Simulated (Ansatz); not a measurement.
LuGaAs₂ (space group R-3m, No. 166): the input geometry of an electronic-structure calculation (not necessarily at equilibrium); the starting structure was generated, so it need not be a known form of this composition.

Space group R-3m:H (No. 166). a = 3.901 Å, b = 3.901 Å, c = 19.268 Å, α = 90.00°, β = 90.00°, γ = 120.00°
```json
{"atom": "Ga", "site": "3a", "symmetry": "-3m", "x": "0.0000", "y": "0.0000", "z": "0.0000"}
{"atom": "Lu", "site": "3b", "symmetry": "-3m", "x": "0.3333", "y": "0.6667", "z": "0.1667"}
{"atom": "As", "site": "6c", "symmetry": "3m", "x": "0.0000", "y": "0.0000", "z": "0.2566"}
```

Describe the stacking along c, with columns A (0, 0), B (1/3, 2/3), C (2/3, 1/3) of the hexagonal mesh.

Ga(A) – As(C) – Lu(B) – As(A) – Ga(C) – As(B) – Lu(A) – As(C) – Ga(B) – As(A) – Lu(C) – As(B) (twelve layers in 19.27 Å).

As layers alone: CABCAB, the cubic close-packed type.

Lu: three octahedral sites; Ga: three octahedral sites, counted in one hexagonal cell.

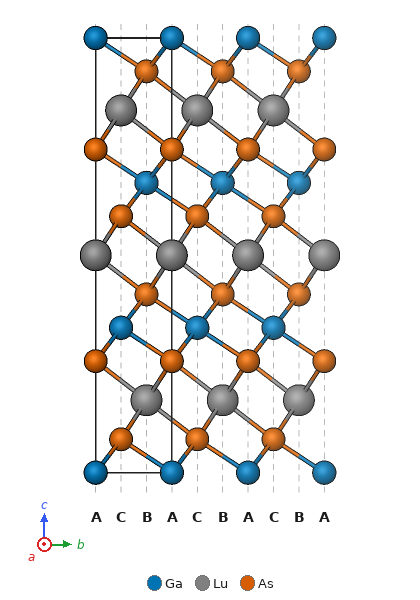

The picture looks along a close-packed row of the hexagonal mesh; c points upwards. The dashed lines mark the three columns A (0, 0), B (1/3, 2/3) and C (2/3, 1/3). The sequence starts with the first layer at or above the cell's origin.
